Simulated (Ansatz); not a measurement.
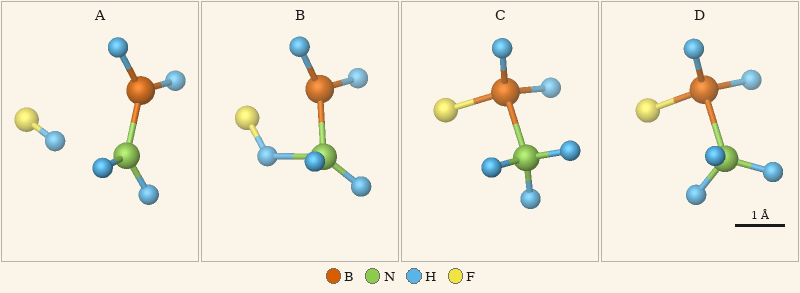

4 geometries from a converged minimum-energy path of BNH5F, shuffled. Style: ball-and-stick. Shown at a tilt.

All numbers below come from Ansatz, RKS BLYP-D4/def2-SVP. Settings: 5 movable images; climbing image; force threshold 0.05 eV/Å; iteration limit 60; starting path through a guess of the saddle point.

**Which frame is the top of the path?**

B. In order along the path, whose images run from 0 to 6: A (image 0, 0.0 kcal/mol), B (image 2, +7.7 kcal/mol), D (image 4, −19.8 kcal/mol), C (image 6, −21.0 kcal/mol). Breaking: F–H (0.95 → 2.68 Å). Forming: B–F (2.82 → 1.40 Å), H–N (1.91 → 1.03 Å).

Cost: 120 s on 1 thread of Arm Neoverse V1, with other jobs on the host, peak memory 0.11 GiB.
